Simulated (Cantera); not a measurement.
Input: 1 mol CuO, 4.4 mol HF, at 133 Pa.

These are equilibrium values from Cantera (NASA tables, ideal gas, pure condensed phases), not measurements of a reactor. Candidate condensed phases: Cu, CuF₂, CuO, Cu(OH)₂, Cu₂O, H₂O; 27 gas species. Rates play no part.

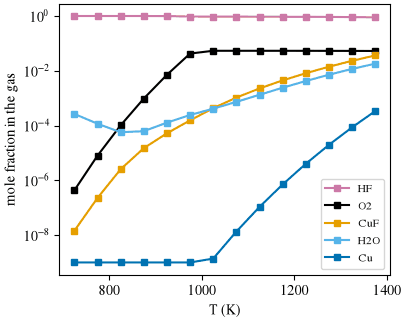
Figure. Equilibrium gas composition (values under 1e-9 drawn at 1e-9)

At 725 K the condensed part is CuF₂(s) + CuO(s). From 775 K to 825 K the condensed part is CuF₂(s) + CuO(s) + Cu₂O(s). From 875 K to 975 K the condensed part is CuO(s) + Cu₂O(s). From 1025 K to 1375 K the condensed part is Cu₂O(s). The main Cu-bearing gas is CuF₂ at 725 K and CuF at 1375 K.
